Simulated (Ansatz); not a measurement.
# CH2ClIn···CH4: what the fields show

```yaml
atoms:
  - { symbol: In, position_ang: [-1.9206, 0.2126, -1.6298] }
  - { symbol: C, position_ang: [1.5108, 0.6301, 1.4952] }
  - { symbol: C, position_ang: [-1.0382, -1.6299, -1.3529] }
  - { symbol: H, position_ang: [0.8701, 0.0619, 0.7939] }
  - { symbol: Cl, position_ang: [-3.5020, 1.6432, -2.6526] }
  - { symbol: H, position_ang: [0.9266, 0.8983, 2.3954] }
  - { symbol: H, position_ang: [2.3770, 0.0089, 1.7904] }
  - { symbol: H, position_ang: [1.8705, 1.5530, 1.0025] }
  - { symbol: H, position_ang: [0.0492, -1.5003, -1.5737] }
  - { symbol: H, position_ang: [-1.1435, -1.8779, -0.2686] }
```

Core potentials replace the inner electrons of In.

Theory: UKS PBE/def2-SVP in Ansatz.

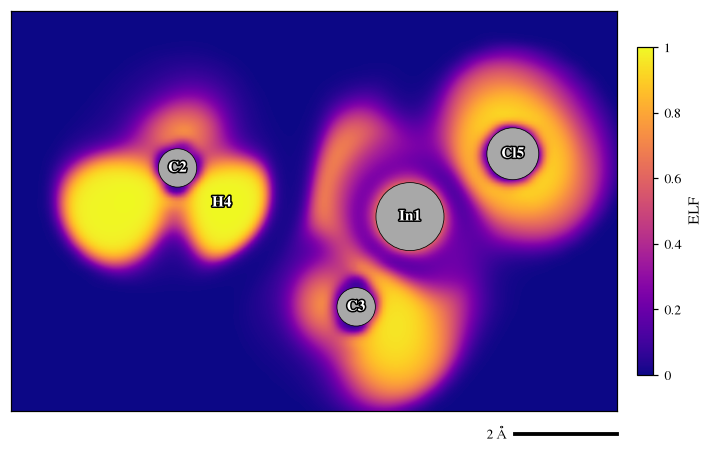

Figure 1. ELF on the plane of atoms C3, In1 and Cl5. Grey discs cover the atomic cores.

> Read the bonding off the picture.

- The plane passes through In, C, H and Cl nuclei.
- In1···H4 (3.70 Å): the ELF dips to about 0 between them; a non-bonded, intermolecular contact.
- C–In (2.06 Å): the ELF peaks at about 0.75 in the valence shell of C, 0.7 Å from its nucleus, and drops to about 0.20 between the two atoms.
- In–Cl (2.36 Å): the ELF peaks at about 0.80 in the valence shell of Cl, 0.8 Å from its nucleus, and drops to about 0.15 between the two atoms.
- C–H (1.11 Å): the ELF climbs to about 1 towards the hydrogen, as it does in any bond to H; an ordinary covalent bond to hydrogen.
- The ELF also peaks beside Cl5, away from the bonds: lone-pair regions.

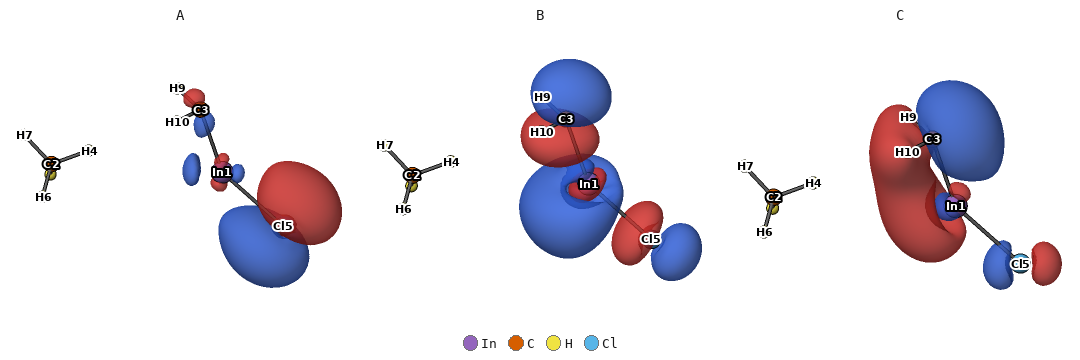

Figure 2. Three frontier orbitals at ±0.1 Å⁻³ᐟ² (red and blue are the two phases), in no order.

> Order the three orbitals by energy and name them.

A is the HOMO−1 (−7.54 eV). Its weight (Hirshfeld) is mainly on Cl5 (about 85 %) and In1 (about 10 %); largely a lone pair of Cl5. C is the HOMO (−5.25 eV). It lies mainly on C3 (about 55 %) and In1 (about 25 %). B is the LUMO (−3.22 eV). By Hirshfeld shares it lies mainly on In1 (about 40 %), C3 (about 35 %) and Cl5 (about 15 %).

> What is the HOMO–LUMO gap?

2.03 eV between the orbital energies.

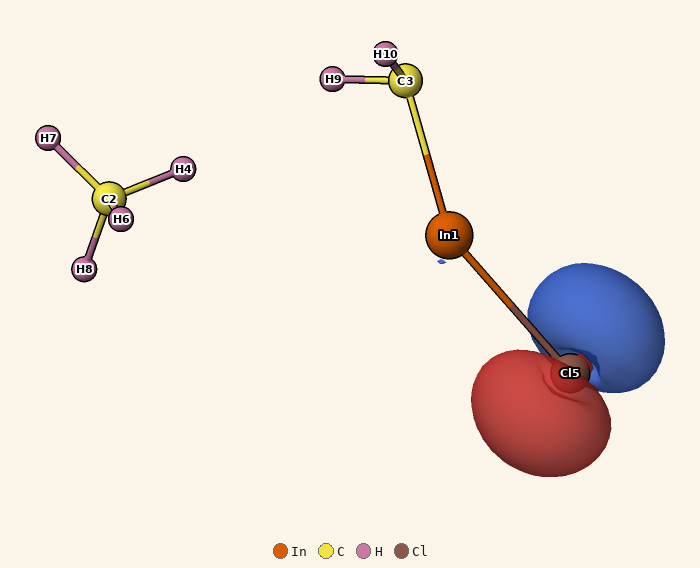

Figure 3. The HOMO−1 at ±0.2 Å⁻³ᐟ² (blue and red are the two phases), seen at a tilt.

> Describe this orbital and give its energy.

By Hirshfeld shares it lies mainly on Cl5 (about 85 %) and In1 (about 10 %); largely a lone pair of Cl5. Its energy is −7.54 eV.
